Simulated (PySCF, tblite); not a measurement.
**C₃H₉FOSi₂: geometry, infrared bands and NMR shifts**

Wanted: the infrared bands and NMR shifts of C₃H₉FOSi₂ (`CO/C([SiH3])=C\[SiH2]F`), by calculation.

Programs: tblite 0.8.0 and PySCF 2.14.0, with density-fitted response routines of our own. Each step states its level of theory. These are calculated values for one molecule in the gas phase, unless marked as measured. Atoms count from 0, in the outputs and in this text.

**1. The starting structure**

16 atoms, charge 0, multiplicity 1; geometry from: force field or distance geometry start.

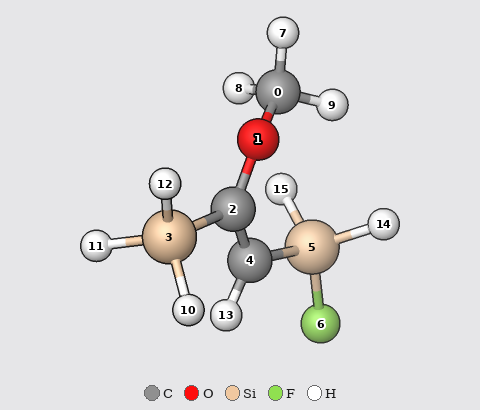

As it starts; carbon grey, oxygen red, silicon light orange, fluorine green, hydrogen white, atoms numbered.

**2. Geometry optimisation with GFN2-xTB**

Job settings and geometry (Å):

```
{"job": {"kind": "relax", "xc": "GFN2-xTB", "basis": "xTB"}, "charge": 0, "multiplicity": 1}
C     -0.174200     1.971200     0.824200
O      0.757300     1.020900     0.495400
C      0.681400    -0.314500     0.262300
Si     2.139300    -1.354100     0.721300
C     -0.339700    -0.962700    -0.272200
Si    -1.882800    -0.163800    -0.823400
F     -2.918100    -1.288900    -1.456800
H      0.300900     2.946200     1.195500
H     -0.871600     1.676000     1.640500
H     -0.864000     2.267200    -0.033100
H      2.446200    -2.343900    -0.342100
H      1.723000    -2.161600     1.910200
H      3.307500    -0.562800     1.039200
H     -0.260700    -2.052300    -0.420700
H     -1.550000     0.851300    -1.838800
H     -2.502300     0.480600     0.354400
```

The run is started by

```console
$ OMP_NUM_THREADS=1 python probes_run.py task.json out
```

This one command runs all jobs of the session in turn.

**Question.** This job is followed by: GFN2-xTB harmonic vibrations, gas phase; GIAO PBE0/pcSseg-1 NMR shielding, non-relativistic, gas phase. Predict these results of the whole session: strongest single infrared mode (GFN2-xTB); zero-point energy (GFN2-xTB); ¹³C shifts against TMS (PBE0/pcSseg-1); ¹H shifts against TMS (PBE0/pcSseg-1, means over atoms taken as alike); ¹⁷O shifts against H2O (PBE0/pcSseg-1); ²⁹Si shifts against TMS (PBE0/pcSseg-1); ¹⁹F shifts against CFCl3 (PBE0/pcSseg-1).

**Answer**, as computed:

| quantity | value |
| --- | --- |
| strongest single infrared mode (GFN2-xTB) | 2267 cm⁻¹, 493 km/mol |
| zero-point energy (GFN2-xTB) | 66.4 kcal/mol |
| ¹³C shifts against TMS (PBE0/pcSseg-1) | 182.5, 105.4, 54.6 ppm |
| ¹H shifts against TMS (PBE0/pcSseg-1, means over atoms taken as alike) | 5.75, 5.11, 4.08, 3.74 ppm |
| ¹⁷O shifts against H2O (PBE0/pcSseg-1) | 150.6 ppm |
| ²⁹Si shifts against TMS (PBE0/pcSseg-1) | -13.4, -69.9 ppm |
| ¹⁹F shifts against CFCl3 (PBE0/pcSseg-1) | -217.2 ppm |

**Reading.** The optimisation took 155 steps and gained 0.715 eV; among the close pairs (by a distance rule), C0–H7 changed most, from 1.146 to 1.089 Å. No mode is imaginary among the 42: a minimum at this level. GFN2-xTB is a fitted tight-binding method: band positions and strengths are rough. Its intensities can rank the bands wrongly. The most deshielded carbon is C2 (alkene carbon bearing oxygen), at 182.5 ppm: an sp2 carbon further deshielded by the attached heteroatom. At PBE0/pcSseg-1: The widest tensor belongs to O1: span 239 ppm, with a paramagnetic part of -213 ppm.
